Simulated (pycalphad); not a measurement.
CALPHAD calculation (pycalphad, COST 507 light-alloy database (1999)), 1 atm. The database dates from 1999; later assessments differ in places, in temperatures and in the compounds included. Phase fractions are per mole of atoms.

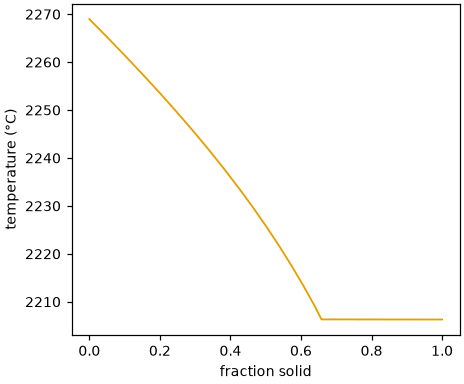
Scheil-Gulliver solidification path of Hf-3.38C (at.%)

Q: Compare equilibrium and Scheil-Gulliver solidification of Hf-3.38C (at.%).

A: Both start at the liquidus, 2269 °C. In full equilibrium the last liquid goes at 2216 °C (range 53 K), and at 2127 °C the alloy holds hcp. With no diffusion in the solid (Scheil-Gulliver, steps of 4 K) the liquid lasts to an invariant point at 2206 °C (range 63 K), where the last 0.34 of it freezes; the solid then holds hcp 0.78, bcc 0.22.

```
last step ahead of the change, T (°C)  liquid left there  liquid composition there (at.%)  solids forming below it
-------------------------------------  -----------------  -------------------------------  -----------------------
2269                                                1.00                            3.4 C                      hcp
2206                                                0.34                            1.4 C                bcc + hcp
```
Solids once formed stay as they are in this model, so peritectic reactions do not proceed; the changes are located to one step. Interstitial elements diffuse fast in the metal, so real castings lie closer to equilibrium.
